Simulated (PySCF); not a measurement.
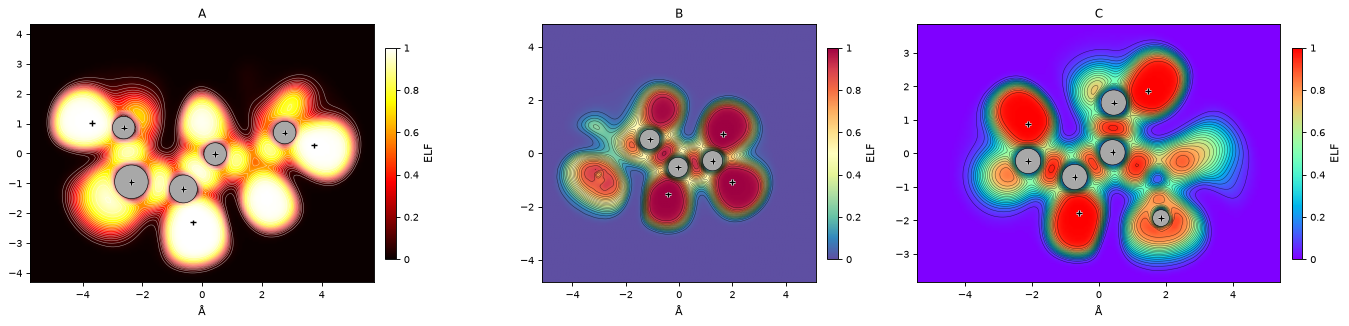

The ELF of 3 systems, each on a plane through atoms (crosses mark nuclei in the plane; grey discs cover the cores).

Method: PySCF, PBE0/pcSseg-1, SCF density, gas phase, non-relativistic.

System 1: C4H12FPSi2, the plane of atoms C1, C2 and C3. Geometry: GFN2-xTB.

```yaml
atoms:
  - { symbol: C, position_ang: [-2.0441, 1.3952, -1.0018] }
  - { symbol: C, position_ang: [-1.8936, 0.2162, -0.4253] }
  - { symbol: C, position_ang: [-1.1527, -0.0102, 0.8488] }
  - { symbol: C, position_ang: [-1.8459, -1.0377, 1.7267] }
  - { symbol: F, position_ang: [-1.7612, -2.2936, 1.1704] }
  - { symbol: Si, position_ang: [0.6329, -0.5905, 0.4337] }
  - { symbol: P, position_ang: [1.6542, 1.1941, -0.4287] }
  - { symbol: Si, position_ang: [3.5352, 0.2703, -1.1809] }
  - { symbol: H, position_ang: [-1.6533, 2.2949, -0.5538] }
  - { symbol: H, position_ang: [-2.5604, 1.5122, -1.9393] }
  - { symbol: H, position_ang: [-2.2847, -0.6799, -0.8897] }
  - { symbol: H, position_ang: [-1.0964, 0.9264, 1.4100] }
  - { symbol: H, position_ang: [-1.3703, -1.1046, 2.7098] }
  - { symbol: H, position_ang: [-2.9142, -0.8231, 1.8462] }
  - { symbol: H, position_ang: [0.5775, -1.7682, -0.4357] }
  - { symbol: H, position_ang: [1.3286, -0.9378, 1.6780] }
  - { symbol: H, position_ang: [0.9904, 1.1707, -1.6363] }
  - { symbol: H, position_ang: [3.3080, -0.9493, -1.9593] }
  - { symbol: H, position_ang: [4.1969, 1.2701, -2.0181] }
  - { symbol: H, position_ang: [4.3479, -0.0445, -0.0085] }
```

System 2: C6H13BS, the plane of atoms S2, B3 and H12. Geometry: GFN2-xTB.

```
atom    x (Å)    y (Å)    z (Å)
   C   3.0789   0.8055   0.0490
   S   2.7073   0.3494  -1.6850
   B   0.9704   0.0932  -1.7554
   C  -0.0003   0.1993  -0.5114
   C  -1.4494   0.5865  -0.8379
   C  -2.2603   0.1516   0.3912
   C  -1.4261  -0.9449   1.0787
   C  -0.2080  -1.1646   0.1767
   H   2.7391   0.0199   0.7147
   H   2.5960   1.7476   0.2866
   H   4.1559   0.9135   0.1207
   H   0.5734  -0.2149  -2.8121
   H   0.3591   0.8946   0.2561
   H  -1.7817   0.0389  -1.7208
   H  -1.5537   1.6514  -1.0442
   H  -2.4084   0.9944   1.0671
   H  -3.2445  -0.2141   0.1005
   H  -1.1020  -0.6101   2.0652
   H  -1.9920  -1.8661   1.2122
   H   0.6669  -1.4935   0.7377
   H  -0.4294  -1.9205  -0.5789
```

System 3: C6H9F (SMILES C=C(F)/C(C)=C/C), the plane of atoms C5, C4 and C6. Geometry: GFN2-xTB, MD frame at 250 fs, 300 K.

```csv
atom,x (Å),y (Å),z (Å)
C,2.2166,0.1250,-0.0535
C,1.1642,-0.1821,0.7176
F,1.4491,-0.6201,1.9383
C,-0.3527,-0.0840,0.3732
C,-0.7818,0.9411,-0.6125
C,-1.1124,-1.1263,0.7696
C,-2.5337,-1.3805,0.4524
H,2.2095,0.6158,-1.0728
H,3.1898,0.0104,0.3242
H,-0.0190,1.7149,-0.7007
H,-0.9878,0.5059,-1.6438
H,-1.6838,1.4427,-0.3648
H,-0.6378,-1.8500,1.4192
H,-2.8154,-0.7276,-0.3977
H,-2.6700,-2.3768,0.0904
H,-3.1330,-1.2928,1.3451
```

Which map belongs to which system?

Answer. Panel A is system 2, C6H13BS: the plane holds C, S, B and H. C–B (1.58 Å): the ELF peaks at about 1 between the atoms (a covalent bond). Panel B is system 1, C4H12FPSi2: the plane holds C and H. C–C (1.32 Å): the ELF peaks at about 0.95 between the atoms (a multiple bond). Panel C is system 3, C6H9F: the plane holds F, C and H. C–C (1.35 Å): the ELF peaks at about 0.90 between the atoms (a covalent bond).
